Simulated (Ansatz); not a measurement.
Input file:

```
crystal:
  periodic: [false, false, false]
  atoms:
    - {symbol: Ge, position_ang: [0.819583, -0.046788, -2.139730]}
    - {symbol: O, position_ang: [0.390388, 0.472468, -0.349286]}
    - {symbol: C, position_ang: [-0.588886, -0.037492, 0.457312]}
    - {symbol: C, position_ang: [-0.287677, 0.071843, 1.935198]}
    - {symbol: H, position_ang: [-1.466060, 0.664639, 0.253411]}
    - {symbol: H, position_ang: [-0.969233, -1.019489, 0.102154]}
    - {symbol: H, position_ang: [-1.186843, -0.189053, 2.509840]}
    - {symbol: H, position_ang: [0.517583, -0.641066, 2.184295]}
    - {symbol: H, position_ang: [0.042073, 1.083602, 2.212265]}
    - {symbol: H, position_ang: [2.178147, -0.683863, -1.852525]}
    - {symbol: H, position_ang: [0.864619, 1.320713, -2.804237]}
    - {symbol: H, position_ang: [-0.313701, -0.995524, -2.508698]}
basis:
  gaussian: {orbitals: def2-TZVP, initial_orbitals: start.molden}
total_charge: 1
magnetization: {spin_polarized: true, initial_magnetization: 1}
hamiltonian: {xc: pbe0, dispersion: d4}
scf: {omitted_lower_state_checks: [starts]}
output: {orbitals: {seedname: orbitals}}
```

Run with:

```sh
ansatz run in.yaml --threads 4 --pin off --events-out ev --progress --plain --max-ram 3916MiB
```

Geometry: r2SCAN-D4/def2-SVP.

Theory: UKS PBE0-D4/def2-TZVP (Ansatz).

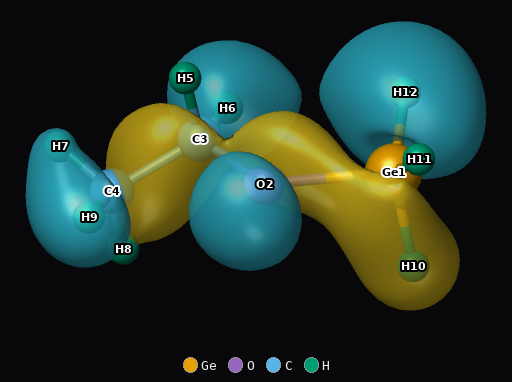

C$_{2}$H$_{8}$GeO (charge +1, doublet). The HOMO−1 (α) at ±0.08 Å⁻³ᐟ² (yellow and cyan are the two phases), seen at a tilt.

Q: Describe this orbital and give its energy.

A: Its weight (Hirshfeld) is mainly on O2 (about 30 %), Ge1 (about 15 %), H12 (about 15 %), C3 (about 10 %), C4 (about 10 %) and H6 (about 10 %). Its energy is −15.10 eV.
